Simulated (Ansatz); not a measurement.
## Electronic structure of C4H5NO2S2 (SMILES CS(=O)(=O)c1nccs1) in real space

Input

```
crystal:
  periodic: [false, false, false]
  atoms:
    - symbol: C
      position_ang: [-0.657843, 1.034797, -0.675828]
    - symbol: C
      position_ang: [-0.212464, -0.561329, 1.579831]
    - symbol: C
      position_ang: [1.245146, 0.046337, 3.111839]
    - symbol: C
      position_ang: [0.826161, -1.138136, 3.687299]
    - symbol: N
      position_ang: [0.648450, 0.362750, 1.916150]
    - symbol: O
      position_ang: [-2.625089, -0.378309, 0.470638]
    - symbol: O
      position_ang: [-0.773975, -1.640044, -0.787916]
    - symbol: S
      position_ang: [-1.210081, -0.514683, 0.065512]
    - symbol: S
      position_ang: [-0.370391, -1.901360, 2.695761]
    - symbol: H
      position_ang: [-1.245668, 1.103994, -1.610350]
    - symbol: H
      position_ang: [-0.891336, 1.866537, 0.011062]
    - symbol: H
      position_ang: [0.424307, 0.969941, -0.882853]
    - symbol: H
      position_ang: [1.999130, 0.720434, 3.542419]
    - symbol: H
      position_ang: [1.152506, -1.596918, 4.628693]
basis:
  gaussian:
    orbitals: def2-SVPD
hamiltonian:
  xc: {name: PBE0}
output: {forces: true, orbitals: {seedname: orbitals}}
```

Launched as:

```sh
ansatz run input.yaml --threads 4 --pin off --max-ram 7830MiB --events-out events.jsonl --progress --plain --runs-dir runs
```

Geometry: PBE-D3(BJ)/def2-SVP.

The calculation used isolated molecule in a Gaussian basis; Kohn-Sham density functional theory, functional PBE0 in Ansatz.

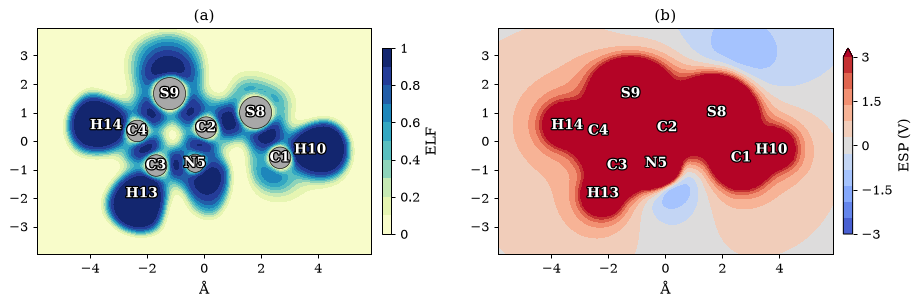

Figure 1. (a) electron localisation function; (b) molecular electrostatic potential on the plane of atoms S9, C4 and H14. Grey discs cover the atomic cores in the ELF map.

### What does the map show?

The section cuts through C, N, S and H sites.
C–N (1.31 Å): the ELF peaks at about 0.90 between the atoms, as expected for a covalent bond.
C–C (1.38 Å): the ELF peaks at about 0.95 between the atoms (a covalent bond).
C–S (1.73 Å): the ELF peaks at about 0.90 between the atoms (a covalent bond).
C–H (1.10 Å): the ELF climbs to about 1 towards the hydrogen, as it does in any bond to H (a covalent bond by its length).
C–N (1.37 Å): the ELF peaks at about 0.90 between the atoms, as expected for localised, covalent bonding.
The ELF also peaks beside N5 and S9, away from the bonds: lone-pair regions.
Outside the dense part of the molecule the potential is most negative (−1.3 V) near N5.

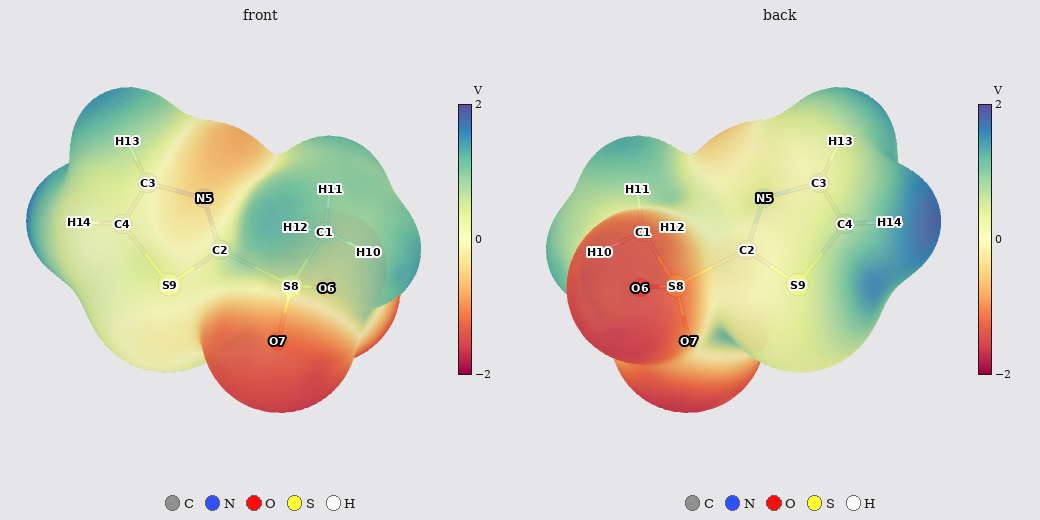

Figure 2. The molecular electrostatic potential painted on the density surface at 0.002 e/bohr³, seen from the front and from behind; red is negative and blue positive.

### Which sites attract a positive test charge, and which a negative one?

A positive charge is drawn to the negative regions and a negative charge to the positive ones. The most negative region (about −1.6 V, or −37 kcal/mol for a unit charge) lies over O6 and O7, the most positive (about +1.8 V, or +42 kcal/mol for a unit charge) over H14.

### What dipole moment does the calculation give?

Its dipole moment is 4.48 D.

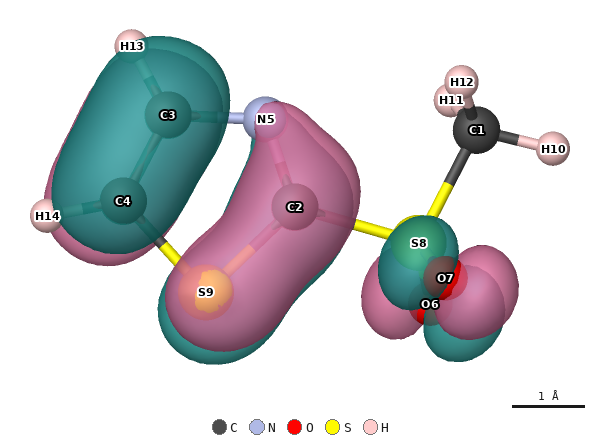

Figure 3. One frontier orbital at ±0.08 Å⁻³ᐟ² (teal and pink are the two phases), seen across its widest extent.

### Which orbital is it: HOMO or LUMO?

The HOMO, at −7.83 eV. Its weight (Hirshfeld) is mainly on C3 (about 25 %), C4 (about 20 %), C2 (about 15 %), S9 (about 15 %), O7 (about 5 %) and O6 (about 5 %).
